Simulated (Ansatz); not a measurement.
# F2S2 (SMILES FS(F)=S): what the fields show

```xyz
4

F     0.7351    0.3364    1.1989
S    -0.4810   -0.0900    0.2407
F     0.3138   -1.3823   -0.2859
S    -0.5680    1.1359   -1.1537
```

Geometry: PBE0-D4/def2-TZVP.

Method: Ansatz, RKS PBE0-D4/def2-TZVPP.

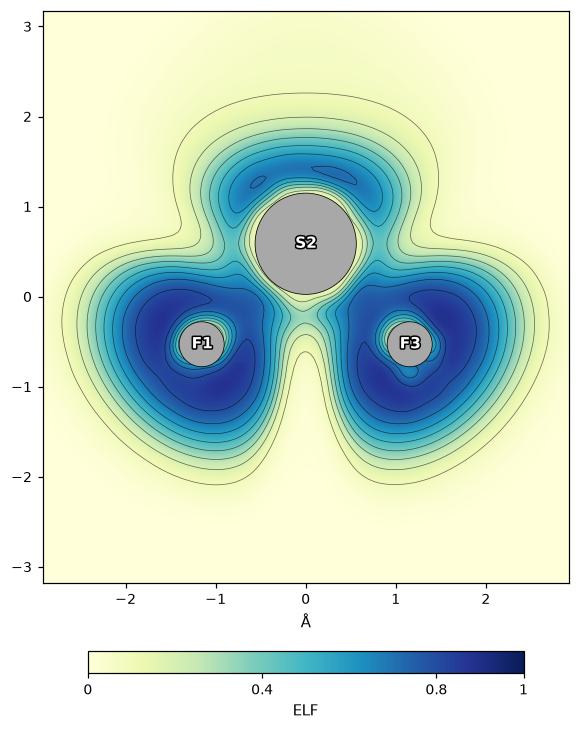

Figure 1. ELF on the plane of atoms F1, S2 and F3. Grey discs cover the atomic cores.

Question: What does the map show?

Answer: Atoms in the plane: F and S. S–F (1.61 Å): the ELF peaks at about 0.80 between the atoms, as expected for a shared but strongly polarised pair. The ELF also peaks beside F1 and F3, away from the bonds: lone-pair regions.

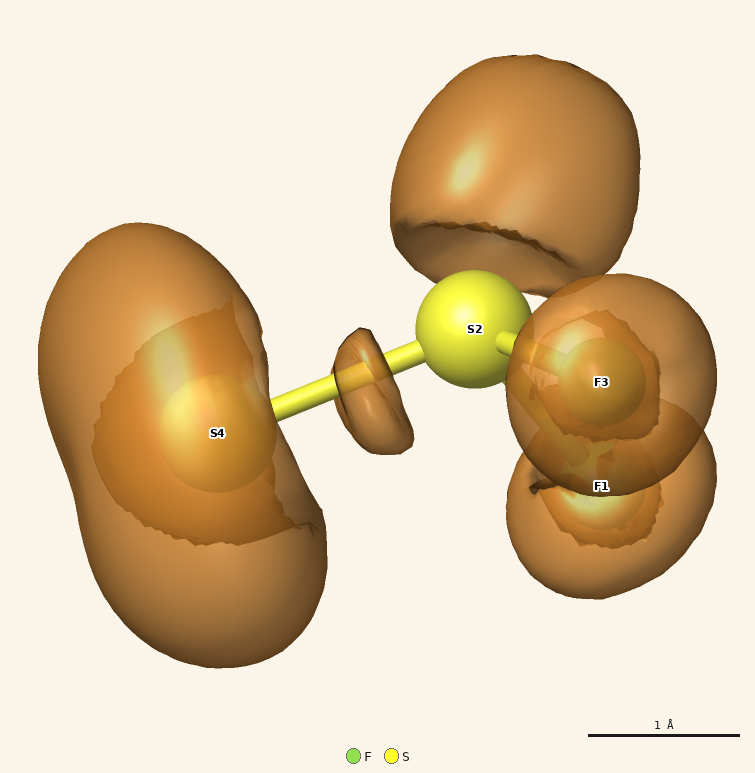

Figure 2. Isosurface of the ELF at 0.8 (orange), seen from one side. Core shells and regions of very low density are left out.

Question: What do the ELF domains correspond to?

Answer: The surface consists of one region between bonded S–S atoms (shared pairs), one ring or bowl of non-bonding electrons around S, one lobe on S, pointing away from the bonds (lone pairs) and two regions wrapped around F (its lone pairs, merged into a ring or cap). Along the contacts the grid gives the following. S–S (1.86 Å): the ELF peaks at about 0.85 between the atoms: localised, covalent bonding.

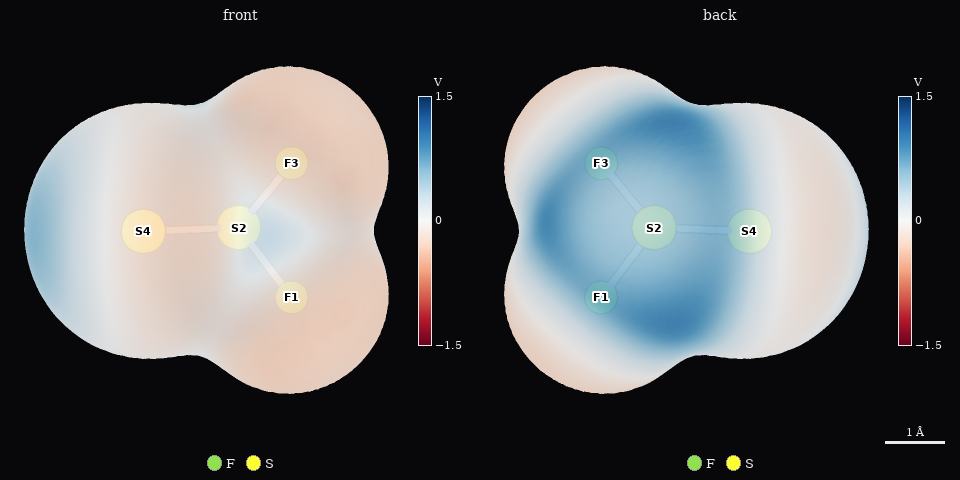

Figure 3. The molecular electrostatic potential painted on the density surface at 0.001 e/bohr³, seen from the front and from behind; red is negative and blue positive.

Question: Where is the surface potential most negative and most positive?

Answer: The most negative region (about −0.3 V, or −7 kcal/mol for a unit charge) lies over F1 and F3, the most positive (about +1.0 V, or +23 kcal/mol for a unit charge) over S2.
